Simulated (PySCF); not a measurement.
Vertical excitations of a molecule C₅H₁₀ from TDA-LC-ωPBE/def2-SVPD in PySCF, as energy in eV (oscillator strength): 8.36 (0.048), 8.80 (0.019), 9.13 (0.006), 9.16 (0.000), 9.30 (0.001), 9.55 (0.001), 9.58 (0.106), 9.87 (0.000), 9.91 (0.001), 10.04 (0.089). Lowest triplet (TDA): 8.17 eV. Coordinates come from a PBE0-D3(BJ)/def2-SVP optimisation. Other conformers were not sampled.

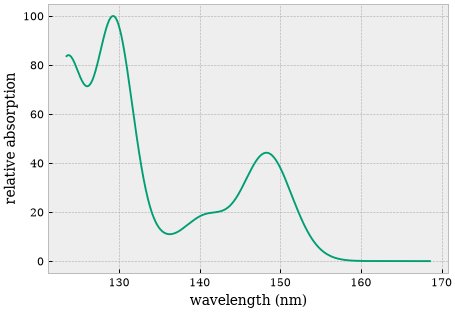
The lines broadened by 0.4 eV.

**Question.** Identify the compound among the candidates.
A. C=C(C)CC
B. CC=C(C)C
C. CCC1CC1
D. CC1(C)CC1

**Answer.** D, CC1(C)CC1
